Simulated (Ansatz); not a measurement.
**CH5Si2 (charge +1): density, localisation and related maps**

The calculation's input:

```
crystal:
  periodic: [false, false, false]
  atoms:
    - { symbol: Si, position_ang: [-1.35854, 0.68443, -1.38145] }
    - { symbol: C, position_ang: [0.18103, 0.31068, -0.67767] }
    - { symbol: Si, position_ang: [0.6394, -0.51006, 1.07278] }
    - { symbol: H, position_ang: [-2.67104, 0.98065, -1.91887] }
    - { symbol: H, position_ang: [1.04692, 0.52861, -1.30088] }
    - { symbol: H, position_ang: [-0.08724, 0.28437, 2.0597] }
    - { symbol: H, position_ang: [2.08995, -0.39153, 1.15321] }
    - { symbol: H, position_ang: [0.15952, -1.88714, 0.99318] }
total_charge: 1
basis:
  gaussian: { orbitals: def2-SVP }
hamiltonian:
  xc: pbe0
relax:
  f_tol: 0.015
  max_steps: 40
output:
  orbitals: {}
```

Command:

```sh
ansatz run input.yaml --threads 1 --pin off --max-ram 2048MiB --backend cpu --events-out ev --progress --plain --runs-dir out
```

The fields are those of the relaxed geometry.

Theory: RKS PBE0/def2-SVP (Ansatz 0.2.0).

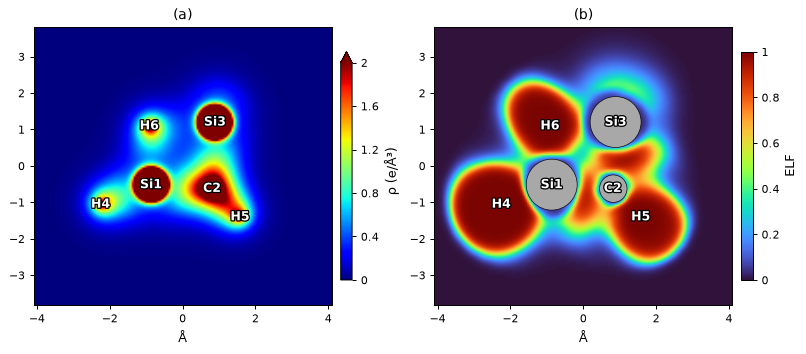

Figure 1. (a) electron density; (b) ELF on the plane of atoms Si3, Si1 and H4. Grey discs cover the atomic cores in the ELF map.

Q: What do the fields say about this system?

A: Atoms in the plane: Si, C and H. C–Si (1.69 Å): ρ is about 1.1 e/Å³ halfway; the ELF peaks at about 0.85 between the atoms, as expected for localised, covalent bonding. Si–Si (2.46 Å): ρ is about 0.42 e/Å³ halfway; the ELF is about 0.35 at the midpoint. C–H (1.09 Å): ρ at the midpoint is about 1.9 e/Å³; the ELF climbs to about 1 towards the hydrogen, as it does in any bond to H (an ordinary covalent bond to hydrogen). C–Si (1.83 Å): ρ at the midpoint is about 0.98 e/Å³; the ELF peaks at about 0.90 between the atoms (localised, covalent bonding). Si–H (1.48 Å): ρ is about 0.82 e/Å³ halfway; the ELF climbs to about 1 towards the hydrogen.

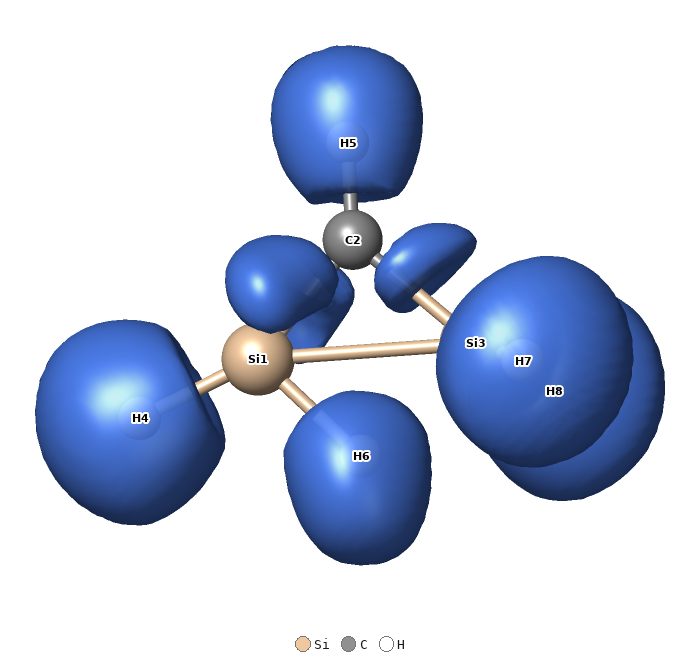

Figure 2. Isosurface of the electron localisation function at 0.8 (blue), seen at a tilt. Only the valence region is drawn (cores and ρ < 0.01 e/Å³ removed).

Q: Where are the electrons localised?

A: The surface consists of two regions between bonded C–Si atoms (shared pairs) and five regions around hydrogen nuclei.

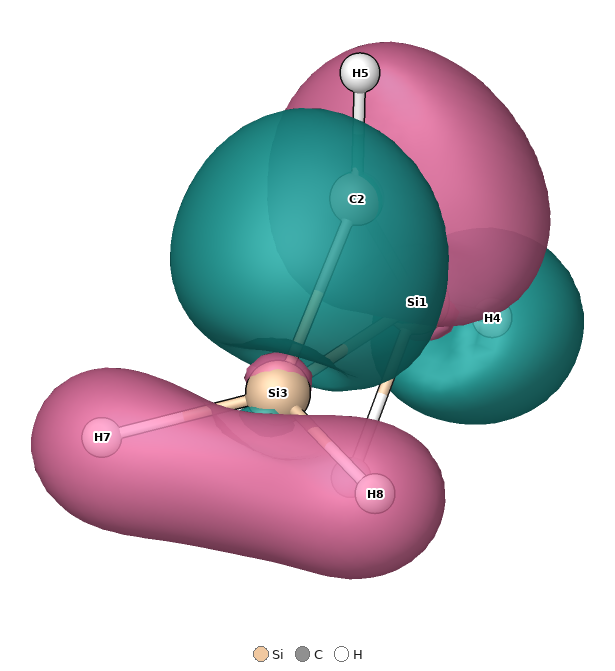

Figure 3. The HOMO−1 at ±0.1 Å⁻³ᐟ² (teal and pink are the two phases), seen at an oblique angle.

Q: Where does this orbital lie, and at what energy?

A: It lies mainly on C2 (about 40 %), Si3 (about 20 %), Si1 (about 20 %) and H4 (about 5 %). Its energy is −15.00 eV.
